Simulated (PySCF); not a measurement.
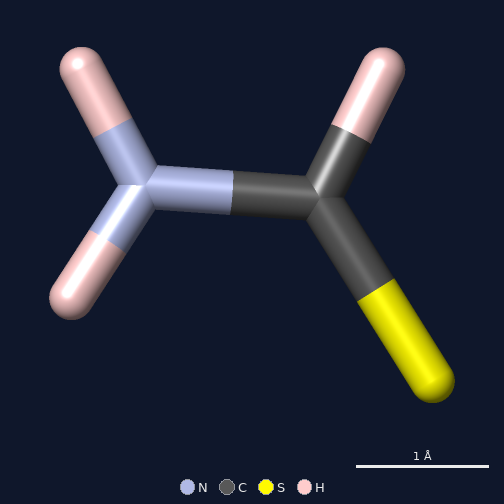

The picture shows a molecular structure as a stick model. Every bond is drawn as one stick, whatever its order.

The computed structure is the end point of a PBE0-D3(BJ)/def2-SVP optimisation. No frequency run is at hand to confirm it as a minimum.

Identify the structure.

The molecule is CH₃NS. SMILES: `NC=S`. It has no ring. The point group is Cs. All atoms lie on one plane. Coordination: 1 N trigonal planar; 1 C trigonal planar.

The parts below concern this one geometry. Atoms keep their numbers from picture to picture.

**Quadrupole coupling**

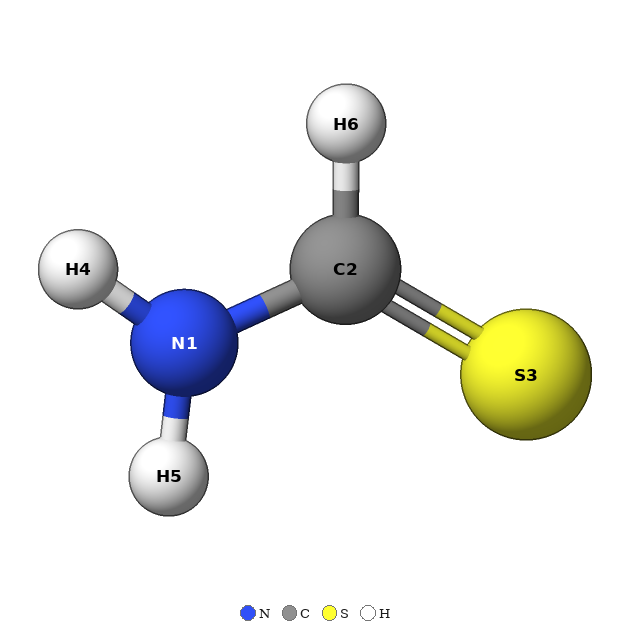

No frequency run is at hand to confirm it as a minimum. Electric field gradients from the ground-state density, PBE0/pcSseg-1 in chloroform (IEF-PCM) (PySCF 2.14.0), non-relativistic apart from any core potentials.

Give the largest field-gradient component, the quadrupole coupling constant and the asymmetry for 14N at N1 (Q = 20.44 mb), 33S at S3 (Q = −67.81 mb).

```tsv
atom	V_zz (a.u.)	e²qQ/h (MHz)	η
N1	−0.720	−3.46	0.15
S3	−2.231	35.6	0.61
```

**Levels of theory compared**

No frequency run is at hand to confirm it as a minimum. Program: PySCF 2.14.0.

Tabulate HOMO energy (eV), HOMO–LUMO gap (eV) at these levels: BHandHLYP/aug-pcX-1 (pcseg-1 on H) (def2-SVPD on S); PBE0/pcSseg-1 in chloroform (IEF-PCM); PBE0/pcSseg-1 in tetrahydrofuran (IEF-PCM); ωB97X-D/def2-SVPD; ωB97X-D/def2-SVPD in chloroform (IEF-PCM); ωB97X-D/def2-SVPD in tetrahydrofuran (IEF-PCM).

```csv
level,HOMO energy (eV),HOMO–LUMO gap (eV)
BHandHLYP/aug-pcX-1 (pcseg-1 on H) (def2-SVPD on S),−7.43,7.26
PBE0/pcSseg-1 in chloroform (IEF-PCM),−6.44,5.49
PBE0/pcSseg-1 in tetrahydrofuran (IEF-PCM),−6.48,5.53
ωB97X-D/def2-SVPD,−8.17,8.78
ωB97X-D/def2-SVPD in chloroform (IEF-PCM),−8.38,9.00
ωB97X-D/def2-SVPD in tetrahydrofuran (IEF-PCM),−8.42,9.03
```

**Polarisability**

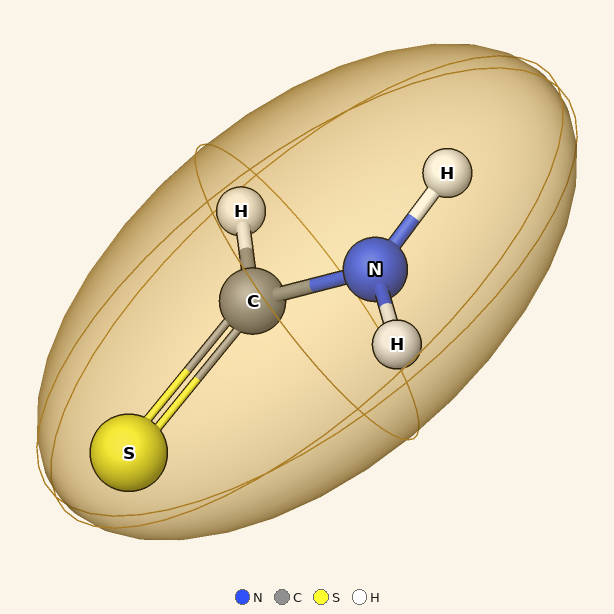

The ellipsoid shows the static dipole polarisability: its half-axes are proportional to the principal values. No frequency run is at hand to confirm it as a minimum. Level of theory: ωB97X-D/def2-SVPD in tetrahydrofuran (IEF-PCM) (PySCF 2.14.0).

Question: Give the principal values, the mean and the anisotropy.

Answer: Principal values 43.4, 54.8, 87.2 bohr³; mean 61.8 bohr³ (9.16 Å³); anisotropy 39.4 bohr³, so the longest axis is 2.01 times the shortest.
